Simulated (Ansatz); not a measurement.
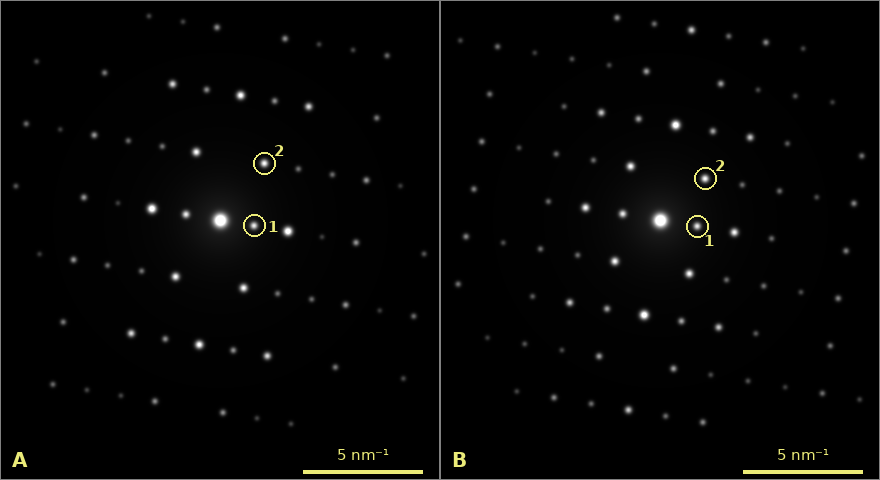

Kinematic electron diffraction patterns (200 kV, B = 0.5 Å², same scale) along [1-10] of the run's own cell, for the start and the end of one relaxation of Rb2Sn with Ansatz, DFT PBE, scalar-relativistic, plane waves, PAW. k mesh 6×4×8. The start is a generated model structure, and the relaxation ends in the nearest stationary point of its symmetry, not necessarily the ground state. Spot 1 is -1 -1 0 and spot 2 is -1 -1 -1 in both.

Start structure:

```
CELL_PARAMETERS angstrom
8.54985 0.00000 0.00000
0.00000 9.22166 0.00000
0.00000 0.00000 4.91352
ATOMIC_POSITIONS crystal
Rb 0.85308 0.26997 0.50000
Rb 0.64692 0.76997 0.00000
Rb 0.14692 0.73003 0.50000
Rb 0.35308 0.23003 0.00000
Sn 0.50000 0.50000 0.50000
Sn 0.00000 0.00000 0.00000
```

**Which pattern belongs to the start structure, and which to the relaxed one?**

B is the start: its cell gives d(1) = 6.270 Å, d(2) = 3.867 Å and an angle of 51.9°. A is the relaxed structure, with d(1) = 6.859 Å (+9.4 %), d(2) = 3.286 Å (-15.0 %) and 61.4°.

**Name reflections whose intensity changes strongly on relaxation.**

5 5 0 fades out of sight; 4 4 0 comes into sight; 2 2 0 goes from 44 to 100 % of the strongest spot; 0 0 2 goes from 100 to 58 % of the strongest spot.

**What did the relaxation do to the structure and the energy?**

The volume changed by -9.1 % to 58.72 Å³ an atom; with the mean shift removed, the atoms moved by up to 0.42 Å relative to the cell (Rb most); the space group stayed Pnnm (No. 58); the free energy fell by 62 meV an atom. Relaxed cell: a = 9.755 Å, b = 9.647 Å, c = 3.744 Å, α = 90.00°, β = 90.00°, γ = 90.00°.
